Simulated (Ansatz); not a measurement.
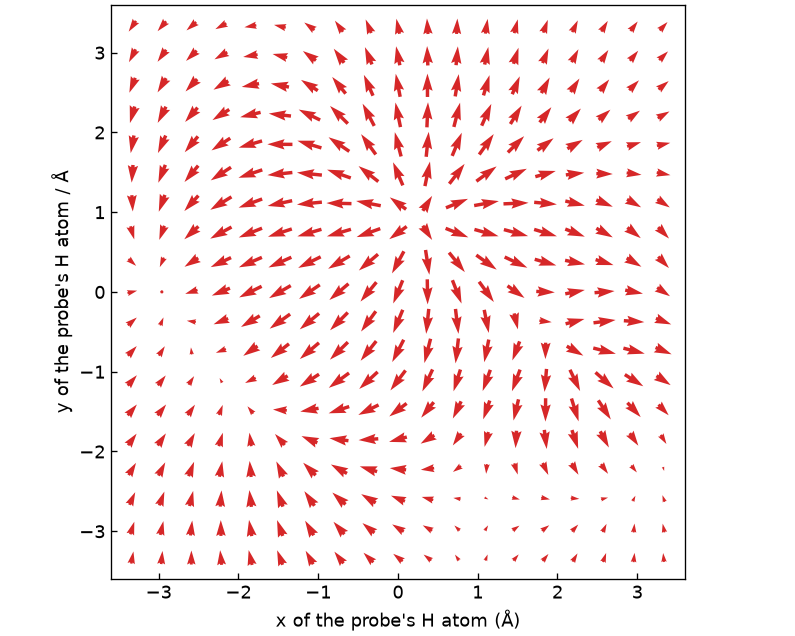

B₂BrH₃ (SMILES BBBr) with the probe H2O. 
- The probe is moved over a plane parallel to the molecule's main plane, 3.12 Å above it.
- First axis: x of the probe's H atom. Second axis: y of the probe's H atom.
- Nothing is relaxed (molecule and probe rigid, the probe upright with H nearest the plane).
- The grid has 19 × 19 points.
- Points are written as (first, second).
- Level of theory: RHF/def2-TZVP (Ansatz).

Drawn: arrows along the force (downhill), their lengths compressed.

Q: The arrows alone are given. Where is the energy lowest?

A: The arrows converge at (−2.96 Å, 0.00 Å) (read from the interpolated surface).

The energy map of the same scan:

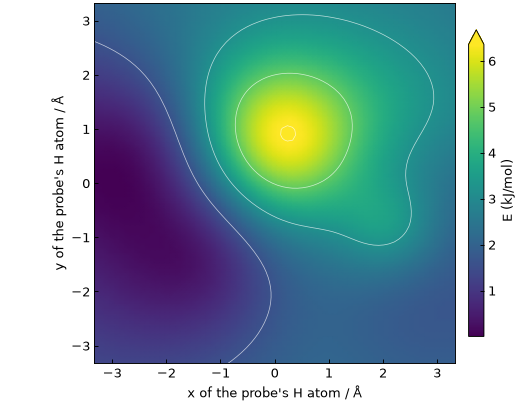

Energies are in kJ/mol, from the lowest grid point; between grid points the surface is interpolated.
